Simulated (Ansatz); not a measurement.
C₂H₉FN₂Si (SMILES CC(F)[SiH](N)N)

Input

```
crystal:
  periodic: [false, false, false]
  atoms:
    - { symbol: C, position_ang: [0.5203, -2.1383, -0.0764] }
    - { symbol: C, position_ang: [0.571, -0.6893, -0.6562] }
    - { symbol: F, position_ang: [0.2575, -0.7603, -2.0069] }
    - { symbol: Si, position_ang: [-0.4731, 0.599, 0.0997] }
    - { symbol: "N", position_ang: [-0.5033, 2.1065, -0.6433] }
    - { symbol: "N", position_ang: [-0.0796, 1.166, 1.6256] }
    - { symbol: H, position_ang: [-0.5102, -2.4984, -0.2157] }
    - { symbol: H, position_ang: [1.1937, -2.7458, -0.6282] }
    - { symbol: H, position_ang: [0.7245, -2.1049, 1.0199] }
    - { symbol: H, position_ang: [1.6158, -0.3469, -0.5566] }
    - { symbol: H, position_ang: [-1.967, 0.1773, 0.2252] }
    - { symbol: H, position_ang: [0.4748, 2.4551, -0.5949] }
    - { symbol: H, position_ang: [-0.7908, 2.0345, -1.6262] }
    - { symbol: H, position_ang: [-0.5842, 0.6215, 2.3601] }
    - { symbol: H, position_ang: [-0.4714, 2.0734, 1.7033] }
basis:
  gaussian: { orbitals: def2-SVP }
hamiltonian:
  xc: pbe0
relax:
  f_tol: 0.015
  max_steps: 40
output:
  orbitals: {}
```

Command:

```sh
ansatz run input.yaml --threads 2 --pin off --max-ram 3072MiB --backend cpu --events-out ev --progress --plain --runs-dir out
```

The fields are those of the relaxed geometry.

Level of theory: Ansatz, RKS PBE0/def2-SVP.

**Predict the electron density and electron localisation function between the atoms.**

C–F (1.40 Å): ρ is about 2 e/Å³ halfway, with its minimum of 1.5 e/Å³ about 0.5 Å from C; the ELF peaks at about 0.85 between the atoms, as expected for a shared but strongly polarised pair.
Si–N (1.73 Å): ρ at the midpoint is about 1.1 e/Å³; the ELF peaks at about 0.95 between the atoms; a shared but strongly polarised pair.
C–Si (1.91 Å): the density is about 0.97 e/Å³ at the midpoint; the ELF peaks at about 1 between the atoms, as expected for localised, covalent bonding.
N–H (1.01 Å): ρ at the midpoint is about 2.7 e/Å³; the ELF climbs to about 1 towards the hydrogen, as it does in any bond to H: an ordinary covalent bond to hydrogen.

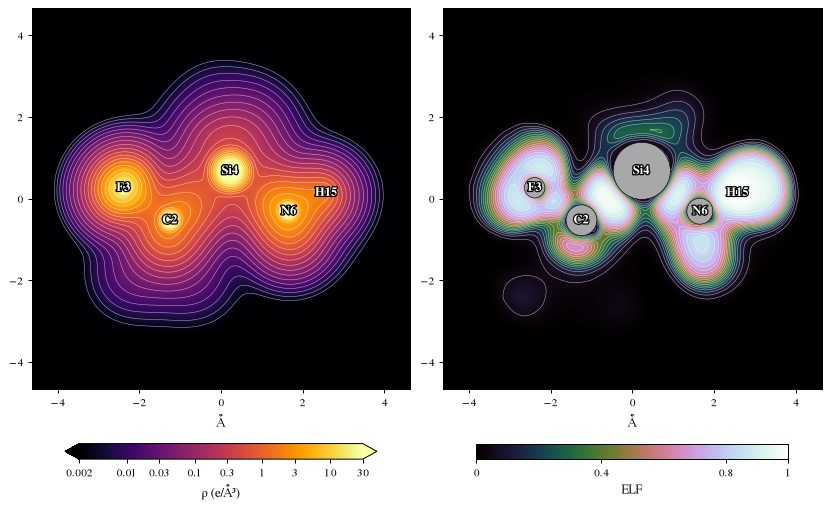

Computed electron density and electron localisation function on the plane of atoms C2, Si4 and N6, in this order. Grey discs cover the atomic cores in the ELF map. 
